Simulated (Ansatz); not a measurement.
# CH₇GaSSi: a ladder of functionals and wavefunction methods

Aim: compute CH₇GaSSi with functionals from several rungs and with coupled cluster, and see how far each lands from CCSD(T) at the basis-set limit for the atomisation energy.

Computed with Ansatz 0.2.0, Gaussian basis. Level: functionals in def2-TZVPP, the program's frozen cores in correlated methods.

Plan: LDA (SPW92), PBE-D4, revPBE-D4, BLYP-D4, r2SCAN-D4, B97M-V, PBE0-D4, B3LYP-D4, r2SCANh-D4, r2SCAN0-D4, HSE06-D4, BHLYP-D4, CAM-B3LYP-D4, LC-ωPBE, ωB97X-V, ωB97M-V, B2PLYP, PBE-QIDH; CCSD(T)/def2-SVP; CCSD(T)/def2-TZVPP; MP2/def2-QZVPP; extrapolation to the limit; RPA on PBE.

### 1 The geometry

An earlier PBE0-D4 in a triple-zeta def2 set relaxation fixed the geometry.

SMILES `[SiH3][CH](S)[GaH2]`, 11 atoms, charge 0, spin multiplicity 1.

Atoms are counted from 1 here; the program's logs count them from 0.

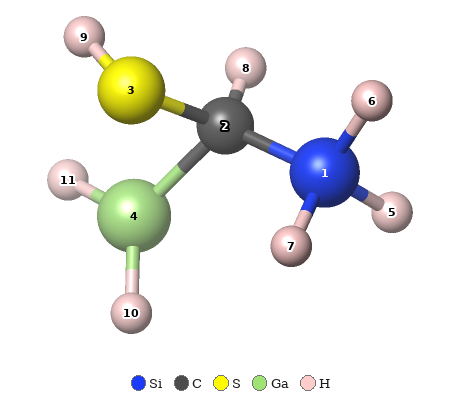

The geometry (silicon blue, carbon dark grey, sulfur yellow, gallium green, hydrogen pink); atoms are numbered from 1 in the order of the file.

### 2 LDA

This LDA is Slater exchange with PW92 correlation.

in.yaml reads:

```yaml
crystal:
  periodic: [false, false, false]
  atoms:
    - {symbol: Si, position_ang: [-0.948215, 1.409929, -0.180070]}
    - {symbol: C, position_ang: [-0.395917, -0.310882, 0.268236]}
    - {symbol: S, position_ang: [0.897121, -0.264520, 1.577611]}
    - {symbol: Ga, position_ang: [1.028767, -1.132474, -0.848591]}
    - {symbol: H, position_ang: [-1.835286, 1.316518, -1.369591]}
    - {symbol: H, position_ang: [-1.690100, 2.079599, 0.924385]}
    - {symbol: H, position_ang: [0.242377, 2.236218, -0.513038]}
    - {symbol: H, position_ang: [-1.228938, -0.932793, 0.592334]}
    - {symbol: H, position_ang: [0.814109, -1.547305, 1.973586]}
    - {symbol: H, position_ang: [1.916289, -0.171173, -1.699309]}
    - {symbol: H, position_ang: [1.199793, -2.683117, -0.725573]}
basis:
  gaussian: {orbitals: def2-TZVPP}
hamiltonian: {xc: lda}
output: {orbitals: {seedname: orbitals}}
```

The run is started by

```console
$ ansatz run in.yaml --threads 4 --pin off --events-out ev --progress --plain --max-ram 10444MiB
```

The log of the run, shortened:

```text
Functional definition: SPW92
  name "SPW92"
  cite "Dirac, Proc. Camb. Phil. Soc. 26, 376 (1930) doi:10.1017/S0305004100016108"
  cite "Slater, Phys. Rev. 81, 385 (1951) doi:10.1103/PhysRev.81.385"
  cite "Perdew & Wang, Phys. Rev. B 45, 13244 (1992) doi:10.1103/PhysRevB.45.13244"
[...]
1533 factors; their error is unknown
[...]
mean field -72080.11063250 eV, -2648.8952080905 hartree, gradient 6.4e-5 eV, S^2 0.000000; 0 other end points of the search recorded, 0 dependent functions left out
reference -72080.11067810 eV, -2648.8952097663 hartree; 37, 37 occupied and 224, 224 virtual orbitals, 1533 factors
Total energy: -72080.11067810 eV, -2648.8952097663 hartree
```

Wall time 1 s (4 threads of Intel Xeon 6975P-C, shared host).

With the free atoms at this level, -72042.319 eV in sum, the atomisation energy is 37.792 eV. HOMO -6.05 eV, LUMO -1.73 eV.

### 3 PBE-D4 (GGA)

in.yaml, as its differences from that of step 2:

```diff
@@ -16,3 +16,3 @@
   gaussian: {orbitals: def2-TZVPP}
-hamiltonian: {xc: lda}
-output: {orbitals: {seedname: orbitals}}
+hamiltonian: {xc: pbe, dispersion: d4}
+output: {forces: true, orbitals: {seedname: orbitals}}
```

Launched as before.

The log of the run, shortened:

```text
Functional definition: PBE
  name "PBE"
  cite "Perdew, Burke & Ernzerhof, Phys. Rev. Lett. 77, 3865 (1996) doi:10.1103/PhysRevLett.77.3865"
  parent pbe
[...]
1533 factors; their error is unknown
[...]
mean field -72224.15477891 eV, -2654.1887328345 hartree, gradient 5.2e-5 eV, S^2 0.000000; 0 other end points of the search recorded, 0 dependent functions left out
[...]
Atom 7 at    -1.228938    -0.932793     0.592334 Å, force    -0.165527    -0.130836     0.049968 eV/Å
Atom 8 at     0.814109    -1.547305     1.973586 Å, force    -0.012242    -0.268242     0.078025 eV/Å
Atom 9 at     1.916289    -0.171173    -1.699309 Å, force     0.045343     0.057074    -0.023324 eV/Å
Atom 10 at     1.199793    -2.683117    -0.725573 Å, force     0.006374    -0.075750     0.023350 eV/Å
Dipole moment:    -0.191656    -0.178451     0.169985 e Å
```

Wall time 1.6 s (4 threads of Intel Xeon 6975P-C, shared host).

Atomisation energy: 33.484 eV (free atoms -72190.983 eV, run apart). HOMO -5.91 eV, LUMO -1.49 eV.

### 4 revPBE-D4 (GGA)

in.yaml, as its differences from that of step 3:

```diff
@@ -16,3 +16,3 @@
   gaussian: {orbitals: def2-TZVPP}
-hamiltonian: {xc: pbe, dispersion: d4}
-output: {forces: true, orbitals: {seedname: orbitals}}
+hamiltonian: {xc: {name: revPBE}, dispersion: d4}
+output: {orbitals: {seedname: orbitals}}
```

Same command.

The log of the run, shortened:

```text
Functional definition: revPBE
  name "revPBE"
  cite "Zhang & Yang, Phys. Rev. Lett. 80, 890 (1998) doi:10.1103/PhysRevLett.80.890"
  cite "Perdew, Burke & Ernzerhof, Phys. Rev. Lett. 77, 3865 (1996) doi:10.1103/PhysRevLett.77.3865"
[...]
1533 factors; their error is unknown
[...]
mean field -72234.81680257 eV, -2654.5805549770 hartree, gradient 2.7e-5 eV, S^2 0.000000; 0 other end points of the search recorded, 0 dependent functions left out
reference -72234.81686316 eV, -2654.5805572037 hartree; 37, 37 occupied and 224, 224 virtual orbitals, 1533 factors
Total energy: -72235.64541504 eV, -2654.6110059239 hartree
```

Wall time 1.4 s (4 threads of Intel Xeon 6975P-C, shared host).

Atomisation energy: 32.898 eV (free atoms -72202.748 eV, run apart). HOMO -5.85 eV, LUMO -1.38 eV.

### 5 BLYP-D4 (GGA)

in.yaml, as its differences from that of step 4:

```diff
@@ -16,3 +16,3 @@
   gaussian: {orbitals: def2-TZVPP}
-hamiltonian: {xc: {name: revPBE}, dispersion: d4}
+hamiltonian: {xc: {name: BLYP}, dispersion: d4}
 output: {orbitals: {seedname: orbitals}}
```

Launched as before.

The log of the run, shortened:

```text
Functional definition: BLYP
  name "BLYP"
  cite "Becke, Phys. Rev. A 38, 3098 (1988) doi:10.1103/PhysRevA.38.3098"
  cite "Lee, Yang & Parr, Phys. Rev. B 37, 785 (1988) doi:10.1103/PhysRevB.37.785"
[...]
1533 factors; their error is unknown
[...]
mean field -72243.37550146 eV, -2654.8950813601 hartree, gradient 6.2e-5 eV, S^2 0.000000; 0 other end points of the search recorded, 0 dependent functions left out
reference -72243.37590979 eV, -2654.8950963659 hartree; 37, 37 occupied and 224, 224 virtual orbitals, 1533 factors
Total energy: -72244.04780346 eV, -2654.9197880029 hartree
```

Wall time 1.4 s (4 threads of Intel Xeon 6975P-C, shared host).

Atomisation energy: 32.918 eV (free atoms -72211.130 eV, run apart). HOMO -5.75 eV, LUMO -1.40 eV.

### 6 r2SCAN-D4 (meta-GGA)

in.yaml, as its differences from that of step 5:

```diff
@@ -16,3 +16,3 @@
   gaussian: {orbitals: def2-TZVPP}
-hamiltonian: {xc: {name: BLYP}, dispersion: d4}
-output: {orbitals: {seedname: orbitals}}
+hamiltonian: {xc: r2scan, dispersion: d4}
+output: {forces: true, orbitals: {seedname: orbitals}}
```

Launched as before.

The log of the run, shortened:

```text
Functional definition: r2SCAN
  name "r2SCAN"
  cite "Furness, Kaplan, Ning, Perdew & Sun, J. Phys. Chem. Lett. 11, 8208 (2020) doi:10.1021/acs.jpclett.0c02405"
  cite "Furness, Kaplan, Ning, Perdew & Sun, J. Phys. Chem. Lett. 11, 9248 (2020) doi:10.1021/acs.jpclett.0c03077"
  parent r2scan
[...]
1533 factors; their error is unknown
[...]
Atom 7 at    -1.228938    -0.932793     0.592334 Å, force     0.006924    -0.009082     0.007612 eV/Å
Atom 8 at     0.814109    -1.547305     1.973586 Å, force     0.008493    -0.026943     0.010473 eV/Å
Atom 9 at     1.916289    -0.171173    -1.699309 Å, force    -0.072148    -0.073437     0.077440 eV/Å
Atom 10 at     1.199793    -2.683117    -0.725573 Å, force    -0.013940     0.123656    -0.002088 eV/Å
Dipole moment:    -0.200294    -0.188263     0.155805 e Å
```

It took 3 s on 4 threads of Intel Xeon 6975P-C, shared host.

With the free atoms at this level, -72206.693 eV in sum, the atomisation energy is 33.628 eV. HOMO -6.12 eV, LUMO -1.22 eV.

### 7 B97M-V (meta-GGA)

in.yaml, as its differences from that of step 6:

```diff
@@ -16,3 +16,3 @@
   gaussian: {orbitals: def2-TZVPP}
-hamiltonian: {xc: r2scan, dispersion: d4}
-output: {forces: true, orbitals: {seedname: orbitals}}
+hamiltonian: {xc: {name: B97M-V}}
+output: {orbitals: {seedname: orbitals}}
```

The command is unchanged.

The log of the run, shortened:

```text
Functional definition: B97M-V
  name "B97M-V"
  cite "Mardirossian & Head-Gordon, J. Chem. Phys. 142, 074111 (2015) doi:10.1063/1.4907719"
  cite "Becke, J. Chem. Phys. 107, 8554 (1997) doi:10.1063/1.475007"
  cite "Vydrov & Van Voorhis, J. Chem. Phys. 133, 244103 (2010) doi:10.1063/1.3521275"
  # Of w^i u^j: cxij and so on, Table III.
[...]
  gx(w, u) = cx00 + cx01*u + cx02*u^2 + (cx10 + cx11*u)*w
[...]
  gos(w, u) = cos00 + cos01*u + cos03*u^3 + cos10*w + cos32*w^3*u^2
[...]
      + integral(e_c_pw_mod_opposite_spin*gos(b97_w_opposite, b97_u_opposite)) + vv10(b, c)
1533 factors; their error is unknown
[...]
mean field -72228.04793248 eV, -2654.3318035895 hartree, gradient 2.8e-5 eV, S^2 0.000000; 0 other end points of the search recorded, 0 dependent functions left out
reference -72228.04800484 eV, -2654.3318062485 hartree; 37, 37 occupied and 224, 224 virtual orbitals, 1533 factors
Total energy: -72228.04800484 eV, -2654.3318062485 hartree
```

Run time: 5 s. Hardware: 4 threads of Intel Xeon 6975P-C, shared host.

Atomisation energy: 33.806 eV (free atoms -72194.243 eV, run apart). HOMO -6.23 eV, LUMO -1.42 eV.

### 8 PBE0-D4 (hybrid)

in.yaml, as its differences from that of step 7:

```diff
@@ -16,3 +16,3 @@
   gaussian: {orbitals: def2-TZVPP}
-hamiltonian: {xc: {name: B97M-V}}
+hamiltonian: {xc: pbe0, dispersion: d4}
 output: {orbitals: {seedname: orbitals}}
```

Its log isn't repeated here (it stands with the study of this molecule's fields); it ends on a total energy of -72227.492980 eV.

Atomisation energy: 33.291 eV (free atoms -72194.202 eV, run apart). HOMO -6.98 eV, LUMO -0.73 eV.

### 9 B3LYP-D4 (hybrid)

B3LYP here takes the VWN-RPA correlation.

in.yaml, as its differences from that of step 8:

```diff
@@ -16,3 +16,3 @@
   gaussian: {orbitals: def2-TZVPP}
-hamiltonian: {xc: pbe0, dispersion: d4}
-output: {orbitals: {seedname: orbitals}}
+hamiltonian: {xc: {name: B3LYP}, dispersion: d4}
+output: {forces: true, orbitals: {seedname: orbitals}}
```

Same command.

The log of the run, shortened:

```text
Functional definition: B3LYP
  name "B3LYP"
  cite "Stephens, Devlin, Chabalowski & Frisch, J. Phys. Chem. 98, 11623 (1994) doi:10.1021/j100096a001"
  cite "Becke, Phys. Rev. A 38, 3098 (1988) doi:10.1103/PhysRevA.38.3098"
  cite "Lee, Yang & Parr, Phys. Rev. B 37, 785 (1988) doi:10.1103/PhysRevB.37.785"
  cite "Vosko, Wilk & Nusair, Can. J. Phys. 58, 1200 (1980) doi:10.1139/p80-159"
[...]
1583 factors; their error is unknown
[...]
Atom 7 at    -1.228938    -0.932793     0.592334 Å, force     0.070268     0.037822    -0.039162 eV/Å
Atom 8 at     0.814109    -1.547305     1.973586 Å, force     0.011906     0.023489     0.025450 eV/Å
Atom 9 at     1.916289    -0.171173    -1.699309 Å, force    -0.012085    -0.022791     0.018799 eV/Å
Atom 10 at     1.199793    -2.683117    -0.725573 Å, force     0.008185     0.027314    -0.005135 eV/Å
Dipole moment:    -0.194009    -0.183021     0.145581 e Å
```

Wall time 3.6 s (4 threads of Intel Xeon 6975P-C, shared host); peak memory 0.91 GiB.

With the free atoms at this level, -72212.493 eV in sum, the atomisation energy is 33.271 eV. HOMO -6.77 eV, LUMO -0.96 eV.

### 10 r2SCANh-D4 (hybrid)

in.yaml, as its differences from that of step 9:

```diff
@@ -16,3 +16,3 @@
   gaussian: {orbitals: def2-TZVPP}
-hamiltonian: {xc: {name: B3LYP}, dispersion: d4}
-output: {forces: true, orbitals: {seedname: orbitals}}
+hamiltonian: {xc: {name: r2SCANh}, dispersion: d4}
+output: {orbitals: {seedname: orbitals}}
```

Launched as before.

The log of the run, shortened:

```text
Functional definition: r2SCANh
  name "r2SCANh"
  cite "Bursch, Neugebauer, Ehlert & Grimme, J. Chem. Phys. 156, 134105 (2022) doi:10.1063/5.0086040"
  cite "Furness, Kaplan, Ning, Perdew & Sun, J. Phys. Chem. Lett. 11, 8208 (2020) doi:10.1021/acs.jpclett.0c02405"
  cite "Furness, Kaplan, Ning, Perdew & Sun, J. Phys. Chem. Lett. 11, 9248 (2020) doi:10.1021/acs.jpclett.0c03077"
  parent r2scan
[...]
1556 factors; their error is unknown
[...]
mean field -72239.82154112 eV, -2654.7644757265 hartree, gradient 4.1e-5 eV, S^2 0.000000; 0 other end points of the search recorded, 0 dependent functions left out
reference -72239.82155475 eV, -2654.7644762274 hartree; 37, 37 occupied and 224, 224 virtual orbitals, 1556 factors
Total energy: -72239.90033310 eV, -2654.7673712783 hartree
```

Wall time 3.5 s (4 threads of Intel Xeon 6975P-C, shared host); peak memory 0.86 GiB.

Atomisation energy: 33.497 eV (free atoms -72206.403 eV, run apart). HOMO -6.52 eV, LUMO -0.95 eV.

### 11 r2SCAN0-D4 (hybrid)

in.yaml, as its differences from that of step 10:

```diff
@@ -16,3 +16,3 @@
   gaussian: {orbitals: def2-TZVPP}
-hamiltonian: {xc: {name: r2SCANh}, dispersion: d4}
+hamiltonian: {xc: {name: r2SCAN0}, dispersion: d4}
 output: {orbitals: {seedname: orbitals}}
```

Same command.

The log of the run, shortened:

```text
Functional definition: r2SCAN0
  name "r2SCAN0"
  cite "Bursch, Neugebauer, Ehlert & Grimme, J. Chem. Phys. 156, 134105 (2022) doi:10.1063/5.0086040"
  cite "Furness, Kaplan, Ning, Perdew & Sun, J. Phys. Chem. Lett. 11, 8208 (2020) doi:10.1021/acs.jpclett.0c02405"
  cite "Furness, Kaplan, Ning, Perdew & Sun, J. Phys. Chem. Lett. 11, 9248 (2020) doi:10.1021/acs.jpclett.0c03077"
  parent r2scan
[...]
1612 factors; their error is unknown
[...]
mean field -72239.22546960 eV, -2654.7425705019 hartree, gradient 3.9e-5 eV, S^2 0.000000; 0 other end points of the search recorded, 0 dependent functions left out
reference -72239.22548143 eV, -2654.7425709367 hartree; 37, 37 occupied and 224, 224 virtual orbitals, 1612 factors
Total energy: -72239.31343497 eV, -2654.7458031700 hartree
```

It took 3.6 s on 4 threads of Intel Xeon 6975P-C, shared host; peak memory 0.88 GiB.

With the free atoms at this level, -72205.995 eV in sum, the atomisation energy is 33.319 eV. HOMO -7.13 eV, LUMO -0.56 eV.

### 12 HSE06-D4 (hybrid)

HSE06 is the plane-wave form, built on full-range PBE exchange.

in.yaml, as its differences from that of step 11:

```diff
@@ -16,3 +16,3 @@
   gaussian: {orbitals: def2-TZVPP}
-hamiltonian: {xc: {name: r2SCAN0}, dispersion: d4}
+hamiltonian: {xc: hse06, dispersion: d4}
 output: {orbitals: {seedname: orbitals}}
```

Launched as before.

The log of the run, shortened:

```text
Functional definition: HSE06
  name "HSE06"
  cite "Heyd, Scuseria & Ernzerhof, J. Chem. Phys. 118, 8207 (2003) doi:10.1063/1.1564060"
  cite "Krukau, Vydrov, Izmaylov & Scuseria, J. Chem. Phys. 125, 224106 (2006) doi:10.1063/1.2404663"
  cite "Heyd & Scuseria, J. Chem. Phys. 120, 7274 (2004) doi:10.1063/1.1668634"
  cite "Ernzerhof & Perdew, J. Chem. Phys. 109, 3313 (1998) doi:10.1063/1.476928"
[...]
1612 factors; their error is unknown
130 factors; integrals over basis functions are off by at most 6.1e-7 eV
[...]
mean field -72226.74586358 eV, -2654.2839534399 hartree, gradient 3.7e-5 eV, S^2 0.000000; 0 other end points of the search recorded, 0 dependent functions left out
reference -72226.74591200 eV, -2654.2839552193 hartree; 37, 37 occupied and 224, 224 virtual orbitals, 1612 factors
Total energy: -72226.99710438 eV, -2654.2931863690 hartree
```

It took 2.7 s on 4 threads of Intel Xeon 6975P-C, shared host; peak memory 0.89 GiB.

Atomisation energy: 33.303 eV (free atoms -72193.694 eV, run apart). HOMO -6.59 eV, LUMO -1.09 eV.

### 13 BHLYP-D4 (hybrid)

in.yaml, as its differences from that of step 12:

```diff
@@ -16,3 +16,3 @@
   gaussian: {orbitals: def2-TZVPP}
-hamiltonian: {xc: hse06, dispersion: d4}
+hamiltonian: {xc: {name: BHLYP}, dispersion: d4}
 output: {orbitals: {seedname: orbitals}}
```

Same command.

The log of the run, shortened:

```text
Functional definition: BHLYP
  name "BHLYP"
  cite "Becke, J. Chem. Phys. 98, 1372 (1993) doi:10.1063/1.464304"
  cite "Becke, Phys. Rev. A 38, 3098 (1988) doi:10.1103/PhysRevA.38.3098"
  cite "Lee, Yang & Parr, Phys. Rev. B 37, 785 (1988) doi:10.1103/PhysRevB.37.785"
[...]
1732 factors; their error is unknown
[...]
mean field -72241.07211481 eV, -2654.8104334621 hartree, gradient 2.1e-5 eV, S^2 0.000000; 0 other end points of the search recorded, 0 dependent functions left out
reference -72241.07232011 eV, -2654.8104410066 hartree; 37, 37 occupied and 224, 224 virtual orbitals, 1732 factors
Total energy: -72241.51129234 eV, -2654.8265729383 hartree
```

It took 2.5 s on 4 threads of Intel Xeon 6975P-C, shared host; peak memory 0.88 GiB.

With the free atoms at this level, -72208.721 eV in sum, the atomisation energy is 32.790 eV. HOMO -7.95 eV, LUMO 0.02 eV.

### 14 CAM-B3LYP-D4 (range-separated)

in.yaml, as its differences from that of step 13:

```diff
@@ -16,3 +16,3 @@
   gaussian: {orbitals: def2-TZVPP}
-hamiltonian: {xc: {name: BHLYP}, dispersion: d4}
+hamiltonian: {xc: {name: CAM-B3LYP}, dispersion: d4}
 output: {orbitals: {seedname: orbitals}}
```

The command is unchanged.

The log of the run, shortened:

```text
Functional definition: CAM-B3LYP
  name "CAM-B3LYP"
  cite "Yanai, Tew & Handy, Chem. Phys. Lett. 393, 51 (2004) doi:10.1016/j.cplett.2004.06.011"
  cite "Iikura, Tsuneda, Yanai & Hirao, J. Chem. Phys. 115, 3540 (2001) doi:10.1063/1.1383587"
  cite "Becke, Phys. Rev. A 38, 3098 (1988) doi:10.1103/PhysRevA.38.3098"
  cite "Lee, Yang & Parr, Phys. Rev. B 37, 785 (1988) doi:10.1103/PhysRevB.37.785"
[...]
1583 factors; their error is unknown
377 factors; integrals over basis functions are off by at most 1.2e-5 eV
[...]
mean field -72245.56497789 eV, -2654.9755431347 hartree, gradient 8.3e-5 eV, S^2 0.000000; 0 other end points of the search recorded, 0 dependent functions left out
reference -72245.56512602 eV, -2654.9755485785 hartree; 37, 37 occupied and 224, 224 virtual orbitals, 1583 factors
Total energy: -72245.84017316 eV, -2654.9856563744 hartree
```

Run time: 2.9 s. Hardware: 4 threads of Intel Xeon 6975P-C, shared host; peak memory 0.95 GiB.

Atomisation energy: 33.419 eV (free atoms -72212.421 eV, run apart). HOMO -8.24 eV, LUMO 0.16 eV.

### 15 LC-ωPBE (range-separated)

in.yaml, as its differences from that of step 14:

```diff
@@ -16,3 +16,3 @@
   gaussian: {orbitals: def2-TZVPP}
-hamiltonian: {xc: {name: CAM-B3LYP}, dispersion: d4}
+hamiltonian: {xc: {name: LC-wPBE}}
 output: {orbitals: {seedname: orbitals}}
```

The command is unchanged.

The log of the run, shortened:

```text
Functional definition: LC-wPBE
  name "LC-wPBE"
  cite "Vydrov & Scuseria, J. Chem. Phys. 125, 234109 (2006) doi:10.1063/1.2409292"
  cite "Heyd & Scuseria, J. Chem. Phys. 120, 7274 (2004) doi:10.1063/1.1668634"
  cite "Ernzerhof & Perdew, J. Chem. Phys. 109, 3313 (1998) doi:10.1063/1.476928"
  cite "Perdew, Burke & Ernzerhof, Phys. Rev. Lett. 77, 3865 (1996) doi:10.1103/PhysRevLett.77.3865"
  parent pbe
[...]
1533 factors; their error is unknown
490 factors; integrals over basis functions are off by at most 2.2e-5 eV
[...]
mean field -72229.71493154 eV, -2654.3930646747 hartree, gradient 5.8e-5 eV, S^2 0.000000; 0 other end points of the search recorded, 0 dependent functions left out
reference -72229.71493154 eV, -2654.3930646750 hartree; 37, 37 occupied and 224, 224 virtual orbitals, 1533 factors
Total energy: -72229.71493154 eV, -2654.3930646750 hartree
```

Wall time 2 s (4 threads of Intel Xeon 6975P-C, shared host); peak memory 0.6 GiB.

Atomisation energy: 33.134 eV (free atoms -72196.581 eV, run apart). HOMO -9.55 eV, LUMO 1.27 eV.

### 16 ωB97X-V (range-separated)

in.yaml, as its differences from that of step 15:

```diff
@@ -16,3 +16,3 @@
   gaussian: {orbitals: def2-TZVPP}
-hamiltonian: {xc: {name: LC-wPBE}}
+hamiltonian: {xc: {name: wB97X-V}}
 output: {orbitals: {seedname: orbitals}}
```

Launched as before.

The log of the run, shortened:

```text
Functional definition: wB97X-V
  name "wB97X-V"
  cite "Mardirossian & Head-Gordon, Phys. Chem. Chem. Phys. 16, 9904 (2014) doi:10.1039/C3CP54374A"
  cite "Becke, J. Chem. Phys. 107, 8554 (1997) doi:10.1063/1.475007"
  cite "Vydrov & Van Voorhis, J. Chem. Phys. 133, 244103 (2010) doi:10.1063/1.3521275"
[...]
      + integral(e_c_pw_opposite_spin*poly(b97_u_opposite, cos0, cos1)) + vv10(b, c)
1578 factors; their error is unknown
365 factors; integrals over basis functions are off by at most 1.0e-5 eV
[...]
mean field -72234.74416010 eV, -2654.5778854157 hartree, gradient 3.2e-5 eV, S^2 0.000000; 0 other end points of the search recorded, 0 dependent functions left out
reference -72234.74415768 eV, -2654.5778853267 hartree; 37, 37 occupied and 224, 224 virtual orbitals, 1578 factors
Total energy: -72234.74415768 eV, -2654.5778853267 hartree
```

Wall time 4.8 s (4 threads of Intel Xeon 6975P-C, shared host); peak memory 1 GiB.

With the free atoms at this level, -72200.997 eV in sum, the atomisation energy is 33.747 eV. HOMO -9.22 eV, LUMO 1.13 eV.

### 17 ωB97M-V (range-separated)

in.yaml, as its differences from that of step 16:

```diff
@@ -16,3 +16,3 @@
   gaussian: {orbitals: def2-TZVPP}
-hamiltonian: {xc: {name: wB97X-V}}
-output: {orbitals: {seedname: orbitals}}
+hamiltonian: {xc: {name: wB97M-V}}
+output: {forces: true, orbitals: {seedname: orbitals}}
```

Same command.

The log of the run, shortened:

```text
Functional definition: wB97M-V
  name "wB97M-V"
  cite "Mardirossian & Head-Gordon, J. Chem. Phys. 144, 214110 (2016) doi:10.1063/1.4952647"
  cite "Becke, J. Chem. Phys. 107, 8554 (1997) doi:10.1063/1.475007"
  cite "Vydrov & Van Voorhis, J. Chem. Phys. 133, 244103 (2010) doi:10.1063/1.3521275"
  # Of w^i u^j: cxij and so on, Table III.
[...]
  gx(w, u) = 1 - cx + cx01*u + cx10*w
[...]
Atom 7 at    -1.228938    -0.932793     0.592334 Å, force     0.076720     0.053458    -0.033583 eV/Å
Atom 8 at     0.814109    -1.547305     1.973586 Å, force    -0.000252     0.106345    -0.036813 eV/Å
Atom 9 at     1.916289    -0.171173    -1.699309 Å, force    -0.074444    -0.077496     0.064129 eV/Å
Atom 10 at     1.199793    -2.683117    -0.725573 Å, force    -0.010340     0.130517    -0.016377 eV/Å
Dipole moment:    -0.186715    -0.196260     0.128176 e Å
```

Run time: 7.5 s. Hardware: 4 threads of Intel Xeon 6975P-C, shared host; peak memory 1.1 GiB.

With the free atoms at this level, -72204.131 eV in sum, the atomisation energy is 33.559 eV. HOMO -9.09 eV, LUMO 0.90 eV.

[end of part 1 of 2]
